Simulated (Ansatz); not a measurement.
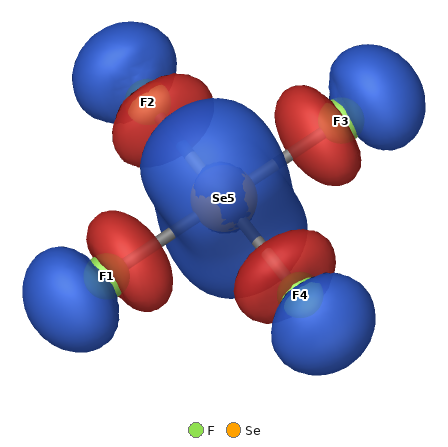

Figure. F$_{4}$Se (SMILES F[Se](F)(F)F) (triplet). One frontier orbital at ±0.1 Å⁻³ᐟ² (red and blue are the two phases), seen at a tilt.

Geometry: B3LYP/6-31G*.

All numbers below come from isolated molecule in a Gaussian basis; Kohn-Sham density functional theory, functional PBE0 in Ansatz.

```xyz
5

F     0.4619   -1.6330    1.8052
F     1.8068    0.5278    1.9534
F     1.3849    0.9604   -0.5234
F     0.0395   -1.2001   -0.6715
Se    0.9233   -0.3362    0.6409
```

Q: Which orbital is it: HOMO (β) or LUMO (β)?

A: The LUMO (β), at −6.65 eV. By Hirshfeld shares it lies mainly on Se5 (about 30 %), F1 (about 15 %), F3 (about 15 %), F2 (about 15 %) and F4 (about 15 %); it is symmetric in the molecular plane (an in-plane orbital: σ, lone-pair or in-plane π type); it is gerade (even under inversion).
